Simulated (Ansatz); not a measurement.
**From Cu to Au: the HOMO–LUMO gap**

One atom is swapped for its congeners: CuF; AgF; AuF. All are singlets with charge 0.

Shapes, held fixed at every level: PBE0-D4/def2-TZVP. Programs: Ansatz 0.2.0. Values in eV.

```csv
level,CuF,AgF,AuF
SPW92/def2-TZVPP,1.95,2.37,1.97
PBE-D4/def2-TZVPP,1.92,2.38,2.08
r2SCAN-D4/def2-TZVPP,2.28,2.91,2.56
PBE0-D4/def2-TZVPP,4.49,4.78,4.37
r2SCAN0-D4/def2-TZVPP,4.78,5.10,4.70
wB97M-V/def2-TZVPP,8.76,8.86,8.68
```

At wB97M-V/def2-TZVPP the HOMO–LUMO gap isn't monotonic: it is largest for Ag and smallest for Au (8.86 and 8.68 eV). 3 of 6 levels show this order throughout; 3 agree on the largest and the smallest. For atoms past krypton def2 sets carry core potentials with scalar relativity. Orbital gaps aren't excitation energies, and the LUMO depends on the basis.

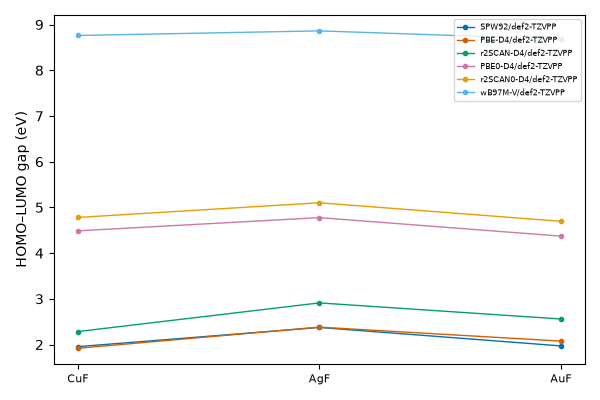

The trend along the series, level by level.
